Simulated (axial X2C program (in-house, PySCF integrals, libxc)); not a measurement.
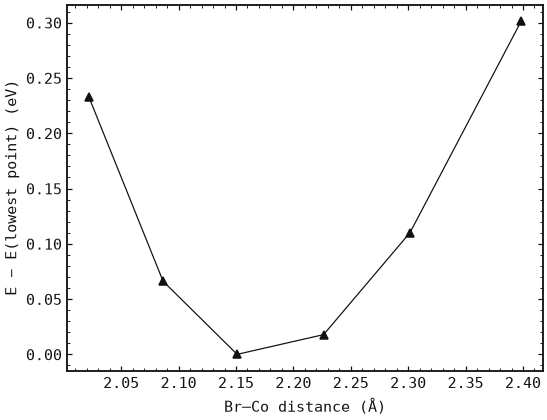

Figure 1. Energy at 6 bond lengths, for one set of occupations held fixed; the line joins the points. A polynomial of degree 4 through 6 points gives rₑ = 2.173 Å, ωₑ = 365.7 cm⁻¹, ωₑxₑ = 1.1 cm⁻¹ and Bₑ = 0.1058 cm⁻¹. The minimum lies 2.64 eV below Br + Co⁺, each computed as one determinant at the same level.

# Run report: BrCo⁺, relativistic diatomic calculation

- system: BrCo⁺, single determinant with M_S = 3/2 and |Λ| = 3 (not the lowest found).
- method: PBE0, spin-free X2C-1e, Br dyall-cv3z, Co dyall-cv3z (cores contracted) (axial X2C program (in-house, PySCF integrals, libxc))

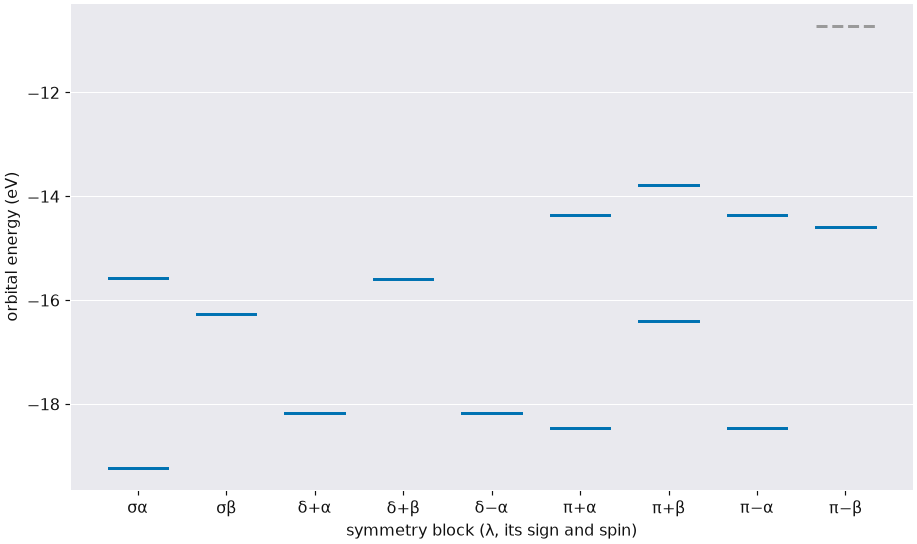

Figure 2. Orbital energies near the frontier at 2.15 Å, filled (solid) and empty (dashed); a label such as π−α means λ = −1 and α spin. The highest filled orbital (π+β; 77 % Br p, 18 % Co d) lies at −13.78 eV, the lowest empty one (π−β; 68 % Co d, 29 % Br p) at −10.71 eV.

Input and output of the run follow.

Input:
```
{"zs": [35, 27], "q": 1, "bas": ["dyall-cv3z", "dyall-cv3z"], "levels": ["PBE0", "HF", "B3LYP"], "cc": true, "r0": 2.25, "thr": -2.0, "nmax": 90, "npts": 10, "nst": 2, "ntry": 6}
```

The line is the task of a batch: nuclear charges, charge, bases, the levels to run, a first guess of the distance and further settings. This report covers PBE0 without spin-orbit coupling. The log is that of the reference distance 2.151 Å, started from orbitals converged before.

Launched within a batch (the task file carries these settings):
```bash
python <driver script> task.json out
```

Output:
```
spin-free X2C-1e  PBE0
basis functions 210  fitting functions 1174  grid points 5798
iter        total energy     max residual
   1      -3998.860677344     5.95e-05
   2      -3998.860677364     5.16e-05
   3      -3998.860677385     3.69e-05
   4      -3998.860677392     8.60e-06
converged
one-electron -6001.68394568  Coulomb 1922.60504352  exact exchange -37.38244377  xc functional -114.88304337  nuclear repulsion 232.48371191
```

The points of the curve:

```csv
R (Å),E (hartree),"dipole (D; origin at the first atom, positive when the second is positive)",highest filled (eV),lowest empty (eV)
2.022,−3998.852127,10.03,−13.81,−10.55
2.087,−3998.858247,10.43,−13.80,−10.63
2.151,−3998.860677,10.80,−13.78,−10.71
2.226,−3998.860022,11.22,−13.73,−10.80
2.302,−3998.856631,11.61,−13.67,−10.89
2.398,−3998.849604,12.06,−13.60,−10.99
```

Key numbers:

| quantity | value |
| --- | --- |
| outcome | converged |
| bond length rₑ | 2.173 Å |
| ωₑ | 365.7 cm⁻¹ |
| energy at the minimum | −3998.86083 hartree |
| depth below the fragments | 2.64 eV |
| largest ⟨S²⟩ along the curve | 3.76 |
| hardware | 1 thread of Arm Neoverse V2, 24 GiB of memory available, shared host |
| wall time | 3.4 s |
| peak memory | 1 GiB |

Notes:

Caveats: 6 of the 10 points asked for were kept.
